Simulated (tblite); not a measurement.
## C$_{6}$H$_{11}$GeNO: geometry relaxation (part 4 of 4)

The same run, continued: C$_{6}$H$_{11}$GeNO; GFN2-xTB geometry optimisation, gas phase (tblite 0.8.0). It belongs to a series of runs on one base structure; here: H on C replaced by NHCOCH3.

Geometry of the input (Å):
```
C  3.3782  -0.3016  0.3566
C  2.0844  -0.5550  -0.3762
O  1.9850  -1.5956  -1.0781
N  0.9932  0.3635  -0.2422
C  -0.2913  0.1277  -0.8894
C  -1.1546  1.3581  -0.8348
C  -2.3269  1.2979  -0.1987
C  -2.7388  0.0046  0.4337
Ge -1.2996  -1.2236  0.0432
H  3.7442  0.7093  0.0969
H  3.1890  -0.3486  1.4503
H  4.1325  -1.0571  0.0837
H  1.1203  1.2059  0.3737
H  -0.1344  -0.1604  -1.9612
H  -0.8265  2.2929  -1.2944
H  -2.9723  2.1687  -0.1195
H  -2.8604  0.1250  1.5294
H  -3.6903  -0.3670  -0.0280
H  -0.5851  -1.6805  1.3400
H  -1.7517  -2.3536  -0.9050
```

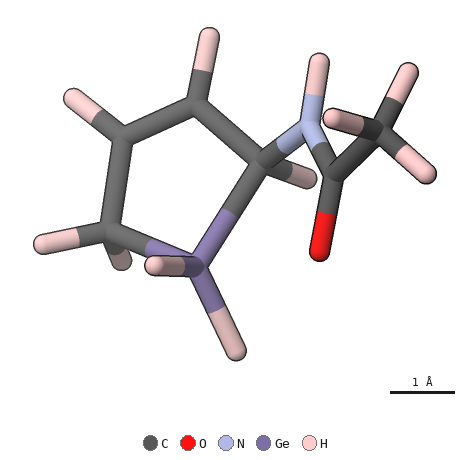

The geometry at step 101 of the log (stick view, seen at a tilt).

**Trajectory as extended XYZ, continued**
```
20
Properties=species:S:1:pos:R:3:forces:R:3 step=90 energy=-744.22351
C     3.2829   -0.3170    0.2624   -0.0130  -0.0020   0.0090
C     1.8670   -0.6065   -0.1747   -0.0050  -0.0330   0.0400
O     1.3765   -1.7284   -0.1154    0.0300   0.0470  -0.0110
N     1.1554    0.4384   -0.6081    0.0230  -0.0330   0.0350
C    -0.2468    0.2766   -0.9086    0.0230   0.0360   0.0290
C    -1.0640    1.4601   -0.5007    0.0040   0.0120   0.0100
C    -2.2701    1.2604    0.0123   -0.0010  -0.0040  -0.0270
C    -2.7809   -0.1357    0.1603   -0.0460   0.0520   0.0300
Ge   -1.1103   -1.2516    0.0963    0.0150  -0.0060   0.0310
H     3.6614    0.6050   -0.1708    0.0110  -0.0370  -0.0410
H     3.2940   -0.2222    1.3471   -0.0210  -0.0060   0.0180
H     3.9287   -1.1512   -0.0002   -0.0320   0.0280  -0.0340
H     1.5463    1.3682   -0.5953   -0.0140   0.0150  -0.0160
H    -0.3541    0.0969   -1.9892   -0.0080   0.0230   0.0070
H    -0.6455    2.4502   -0.6342   -0.0010  -0.0140  -0.0150
H    -2.9008    2.0836    0.3254    0.0380  -0.0340  -0.0320
H    -3.3802   -0.2243    1.0644   -0.0320  -0.0280   0.0170
H    -3.4423   -0.3700   -0.6764    0.0220  -0.0170   0.0000
H    -0.6560   -1.4707    1.5163   -0.0070   0.0040  -0.0360
H    -1.2664   -2.5513   -0.6310    0.0140  -0.0050  -0.0120
20
Properties=species:S:1:pos:R:3:forces:R:3 step=93 energy=-744.22579
C     3.2944   -0.3215    0.2435    0.0000  -0.0100   0.0180
C     1.8690   -0.6043   -0.1603   -0.0010   0.0550   0.0270
O     1.3721   -1.7208   -0.0808   -0.0020  -0.0280  -0.0040
N     1.1607    0.4417   -0.5947   -0.0260   0.0400   0.0210
C    -0.2422    0.2865   -0.8901   -0.0330  -0.0270   0.0200
C    -1.0654    1.4634   -0.4766    0.0060   0.0030  -0.0010
C    -2.2825    1.2575    0.0078    0.0270  -0.0160   0.0240
C    -2.7936   -0.1389    0.1372    0.0310  -0.0350  -0.0060
Ge   -1.1110   -1.2471    0.1074   -0.0250   0.0130   0.0060
H     3.6762    0.5858   -0.2181    0.0030  -0.0470  -0.0160
H     3.3316   -0.2094    1.3261   -0.0130   0.0040   0.0010
H     3.9164   -1.1715   -0.0214    0.0280   0.0110  -0.0230
H     1.5574    1.3699   -0.6005   -0.0090  -0.0210  -0.0100
H    -0.3539    0.1104   -1.9717   -0.0060   0.0250   0.0200
H    -0.6461    2.4547   -0.5866    0.0170   0.0200  -0.0280
H    -2.9148    2.0773    0.3218    0.0070  -0.0010  -0.0230
H    -3.4139   -0.2442    1.0251   -0.0350   0.0140   0.0050
H    -3.4265   -0.3763   -0.7194   -0.0050  -0.0120  -0.0080
H    -0.6850   -1.4438    1.5382    0.0180  -0.0100  -0.0210
H    -1.2478   -2.5589   -0.6069    0.0170   0.0230  -0.0020
20
Properties=species:S:1:pos:R:3:forces:R:3 step=95 energy=-744.22702
C     3.3008   -0.3265    0.2362    0.0040  -0.0020  -0.0020
C     1.8689   -0.6008   -0.1479   -0.0070   0.0140  -0.0170
O     1.3703   -1.7165   -0.0631   -0.0100  -0.0100   0.0040
N     1.1608    0.4455   -0.5812   -0.0200   0.0440   0.0280
C    -0.2417    0.2913   -0.8786   -0.0090  -0.0280  -0.0010
C    -1.0672    1.4667   -0.4678    0.0000  -0.0090   0.0020
C    -2.2878    1.2548    0.0049    0.0080  -0.0050   0.0110
C    -2.7977   -0.1426    0.1286    0.0190  -0.0430   0.0020
Ge   -1.1127   -1.2442    0.1114   -0.0220   0.0010  -0.0230
H     3.6857    0.5696   -0.2426   -0.0030   0.0010  -0.0030
H     3.3527   -0.2047    1.3170    0.0060   0.0010  -0.0050
H     3.9123   -1.1819   -0.0352    0.0230  -0.0160   0.0100
H     1.5600    1.3727   -0.5971   -0.0040  -0.0270  -0.0060
H    -0.3513    0.1200   -1.9613    0.0000   0.0140   0.0170
H    -0.6502    2.4596   -0.5740    0.0130   0.0070  -0.0230
H    -2.9250    2.0727    0.3104   -0.0210   0.0230  -0.0010
H    -3.4246   -0.2505    1.0125   -0.0240   0.0210  -0.0180
H    -3.4233   -0.3835   -0.7331    0.0000   0.0070   0.0030
H    -0.6968   -1.4334    1.5427    0.0350  -0.0200   0.0220
H    -1.2382   -2.5577   -0.6016    0.0150   0.0260  -0.0010
20
Properties=species:S:1:pos:R:3:forces:R:3 step=98 energy=-744.22774
C     3.3042   -0.3294    0.2349   -0.0010  -0.0010  -0.0150
C     1.8699   -0.5994   -0.1470    0.0040  -0.0250  -0.0040
O     1.3717   -1.7159   -0.0664   -0.0050   0.0060  -0.0030
N     1.1595    0.4491   -0.5716   -0.0010  -0.0070   0.0260
C    -0.2420    0.2922   -0.8726    0.0050   0.0110   0.0100
C    -1.0691    1.4683   -0.4673   -0.0070   0.0010  -0.0060
C    -2.2910    1.2550    0.0008   -0.0130   0.0050  -0.0040
C    -2.7974   -0.1447    0.1314   -0.0230   0.0280   0.0040
Ge   -1.1146   -1.2439    0.1111    0.0180  -0.0080   0.0260
H     3.6910    0.5644   -0.2466   -0.0050   0.0120  -0.0010
H     3.3585   -0.2055    1.3155    0.0050  -0.0010  -0.0130
H     3.9148   -1.1860   -0.0372   -0.0050  -0.0050   0.0190
H     1.5601    1.3748   -0.5862   -0.0040   0.0050  -0.0110
H    -0.3504    0.1236   -1.9554    0.0140   0.0040  -0.0020
H    -0.6543    2.4624   -0.5809   -0.0010  -0.0220  -0.0140
H    -2.9345    2.0747    0.2911   -0.0050  -0.0100   0.0110
H    -3.4225   -0.2451    1.0177   -0.0140   0.0030  -0.0150
H    -3.4286   -0.3877   -0.7260    0.0110   0.0080   0.0060
H    -0.6934   -1.4431    1.5407    0.0200  -0.0090   0.0050
H    -1.2372   -2.5533   -0.6059    0.0080   0.0080  -0.0180
20
Properties=species:S:1:pos:R:3:forces:R:3 step=101 energy=-744.22864
C     3.3080   -0.3322    0.2284    0.0000  -0.0010   0.0100
C     1.8710   -0.5999   -0.1452    0.0110   0.0150   0.0190
O     1.3711   -1.7151   -0.0630   -0.0020  -0.0220  -0.0120
N     1.1573    0.4522   -0.5548    0.0050  -0.0040  -0.0090
C    -0.2419    0.2941   -0.8636   -0.0100  -0.0010   0.0070
C    -1.0724    1.4691   -0.4646   -0.0060   0.0080  -0.0010
C    -2.2964    1.2556   -0.0021   -0.0050   0.0050   0.0050
C    -2.8011   -0.1444    0.1314   -0.0060   0.0080  -0.0050
Ge   -1.1147   -1.2431    0.1173    0.0070   0.0160   0.0270
H     3.6954    0.5597   -0.2575   -0.0080  -0.0210   0.0050
H     3.3663   -0.2050    1.3087    0.0010   0.0140  -0.0160
H     3.9148   -1.1936   -0.0375   -0.0040   0.0080  -0.0070
H     1.5608    1.3762   -0.5864    0.0070   0.0000  -0.0020
H    -0.3457    0.1304   -1.9480    0.0210  -0.0200   0.0040
H    -0.6560    2.4615   -0.5838   -0.0160  -0.0010  -0.0010
H    -2.9433    2.0746    0.2820   -0.0050  -0.0040   0.0100
H    -3.4340   -0.2440    1.0119    0.0000   0.0060   0.0040
H    -3.4270   -0.3905   -0.7289    0.0140   0.0020  -0.0090
H    -0.6878   -1.4483    1.5459    0.0000  -0.0020  -0.0170
H    -1.2295   -2.5466   -0.6102   -0.0020  -0.0070  -0.0150
20
Properties=species:S:1:pos:R:3:forces:R:3 step=104 energy=-744.22895
C     3.3112   -0.3349    0.2224   -0.0010   0.0000   0.0030
C     1.8710   -0.5996   -0.1393   -0.0070   0.0000  -0.0020
O     1.3699   -1.7144   -0.0552    0.0020  -0.0060  -0.0020
N     1.1566    0.4534   -0.5458    0.0030   0.0010  -0.0030
C    -0.2425    0.2958   -0.8562    0.0060   0.0000  -0.0010
C    -1.0746    1.4706   -0.4595   -0.0010  -0.0030   0.0020
C    -2.3004    1.2556   -0.0026   -0.0010  -0.0010   0.0040
C    -2.8038   -0.1452    0.1247    0.0010  -0.0050   0.0060
Ge   -1.1150   -1.2409    0.1235   -0.0100  -0.0060  -0.0180
H     3.6972    0.5516   -0.2727    0.0020   0.0040  -0.0100
H     3.3802   -0.1991    1.3001   -0.0040   0.0100   0.0130
H     3.9129   -1.1995   -0.0433    0.0000  -0.0050  -0.0060
H     1.5617    1.3763   -0.5851    0.0150   0.0020   0.0020
H    -0.3418    0.1318   -1.9411    0.0070  -0.0200   0.0070
H    -0.6569    2.4626   -0.5743   -0.0140   0.0120  -0.0020
H    -2.9498    2.0719    0.2826   -0.0030   0.0060   0.0050
H    -3.4446   -0.2467    0.9992   -0.0050   0.0040  -0.0010
H    -3.4193   -0.3934   -0.7424    0.0070   0.0060  -0.0060
H    -0.6928   -1.4404    1.5526    0.0060  -0.0100   0.0020
H    -1.2243   -2.5449   -0.6077   -0.0010   0.0130   0.0070
20
Properties=species:S:1:pos:R:3:forces:R:3 step=106 energy=-744.22914
C     3.3120   -0.3355    0.2211   -0.0030   0.0010  -0.0050
C     1.8711   -0.6004   -0.1389    0.0000   0.0000  -0.0090
O     1.3705   -1.7156   -0.0576    0.0030   0.0030   0.0040
N     1.1566    0.4536   -0.5428    0.0010  -0.0090   0.0090
C    -0.2428    0.2958   -0.8530    0.0110   0.0090   0.0010
C    -1.0756    1.4712   -0.4580    0.0020  -0.0030  -0.0090
C    -2.3021    1.2566   -0.0025    0.0040  -0.0060   0.0070
C    -2.8048   -0.1447    0.1236    0.0000   0.0070   0.0060
Ge   -1.1162   -1.2405    0.1256    0.0000  -0.0110  -0.0100
H     3.6973    0.5496   -0.2769    0.0030   0.0090  -0.0140
H     3.3830   -0.1951    1.2981   -0.0050  -0.0010   0.0140
H     3.9135   -1.2002   -0.0446   -0.0030  -0.0050   0.0040
H     1.5628    1.3758   -0.5825    0.0100   0.0060   0.0030
H    -0.3395    0.1278   -1.9373   -0.0070  -0.0080   0.0000
H    -0.6589    2.4635   -0.5731   -0.0080   0.0080  -0.0020
H    -2.9524    2.0727    0.2829    0.0080  -0.0050  -0.0020
H    -3.4489   -0.2454    0.9957   -0.0080  -0.0040  -0.0040
H    -3.4151   -0.3928   -0.7471   -0.0020   0.0010   0.0010
H    -0.6918   -1.4419    1.5541    0.0010  -0.0070  -0.0010
H    -1.2240   -2.5439   -0.6069   -0.0040   0.0130   0.0080
20
Properties=species:S:1:pos:R:3:forces:R:3 step=109 energy=-744.22925
C     3.3116   -0.3348    0.2220    0.0020   0.0030   0.0020
C     1.8717   -0.6010   -0.1411    0.0050   0.0050   0.0000
O     1.3719   -1.7166   -0.0621   -0.0020  -0.0010   0.0000
N     1.1566    0.4537   -0.5417    0.0020   0.0010   0.0020
C    -0.2423    0.2957   -0.8527   -0.0010   0.0000  -0.0020
C    -1.0759    1.4711   -0.4600    0.0050   0.0040  -0.0070
C    -2.3016    1.2570   -0.0020    0.0020  -0.0010   0.0030
C    -2.8048   -0.1435    0.1266    0.0040  -0.0030  -0.0010
Ge   -1.1167   -1.2409    0.1254    0.0050   0.0060   0.0050
H     3.6973    0.5510   -0.2752   -0.0020  -0.0030  -0.0020
H     3.3780   -0.1953    1.3000    0.0020   0.0010  -0.0080
H     3.9145   -1.1990   -0.0426   -0.0040  -0.0010   0.0080
H     1.5637    1.3758   -0.5814    0.0030   0.0000   0.0030
H    -0.3386    0.1247   -1.9367   -0.0060  -0.0010  -0.0010
H    -0.6611    2.4640   -0.5780   -0.0040   0.0030  -0.0020
H    -2.9515    2.0739    0.2816    0.0050  -0.0030   0.0010
H    -3.4492   -0.2433    0.9985   -0.0030  -0.0040  -0.0010
H    -3.4156   -0.3915   -0.7440   -0.0010  -0.0010   0.0020
H    -0.6877   -1.4483    1.5518   -0.0050  -0.0020   0.0000
H    -1.2254   -2.5420   -0.6084   -0.0070  -0.0020  -0.0050
```

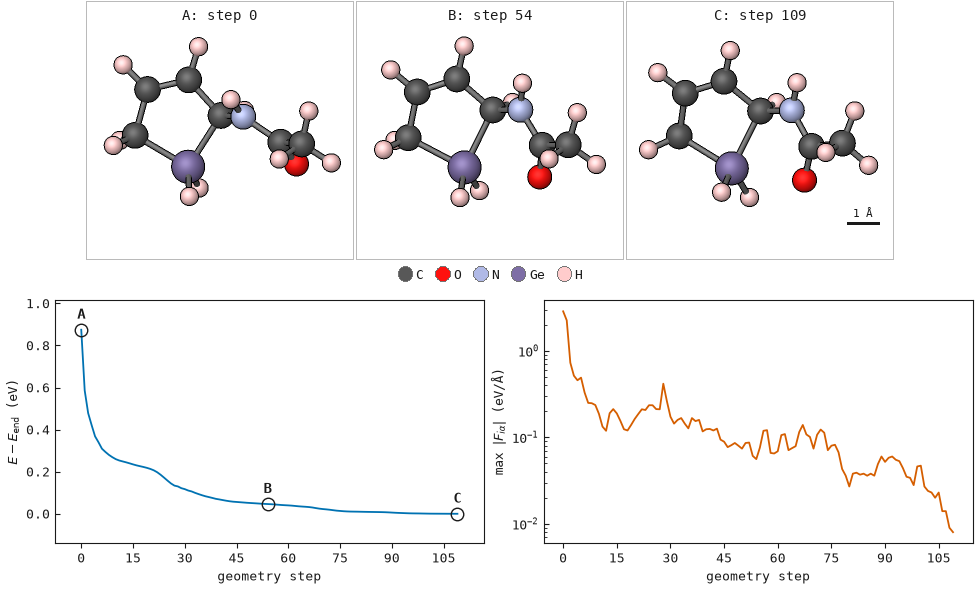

Frames of the relaxation (ball-and-stick view, seen at a tilt) above the curves, on which the letters mark them (steps are counted from 0).

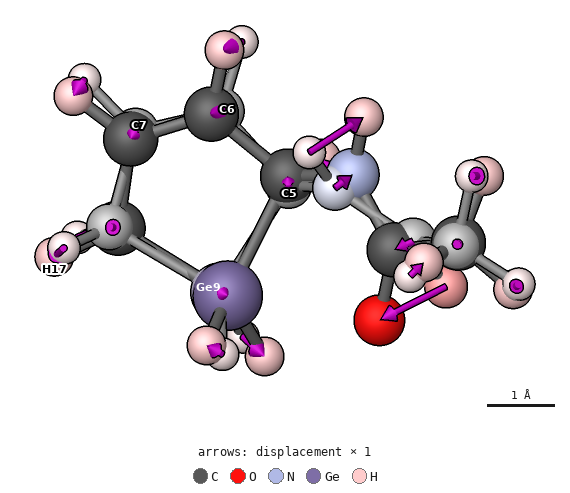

Start (faint) and end (solid) with the displacements as pink arrows, at true length (ball-and-stick view, seen at a tilt). The two geometries are laid on each other by the best rigid fit. O3 moves most after the best rigid fit: 1.19 Å. By element the largest moves are O 1.19 Å, H 1.07 Å, C 0.40 Å, N 0.35 Å, Ge 0.20 Å. Distances before and after: C2–N4 1.433 → 1.336 Å, C5–Ge9 1.927 → 2.020 Å, C8–Ge9 1.932 → 2.013 Å, Ge9–H19 1.550 → 1.504 Å. Among the angles that change: Ge9–C8–H17 110.5° → 116.5°, C5–Ge9–H20 111.7° → 117.1°, C5–Ge9–C8 92.4° → 87.1°. The energy falls by 0.875 eV in 109 geometry steps. The largest force component goes from 2.9 to 0.008 eV/Å. (Atoms are counted from 1 in the order of the input.)

**Results in brief**

| quantity | value |
| --- | --- |
| outcome | converged |
| total energy | −744.2292 eV |
| hardware | 1 CPU thread, shared host |
| wall time | 1.6 s |
| peak memory | 0.18 GiB |
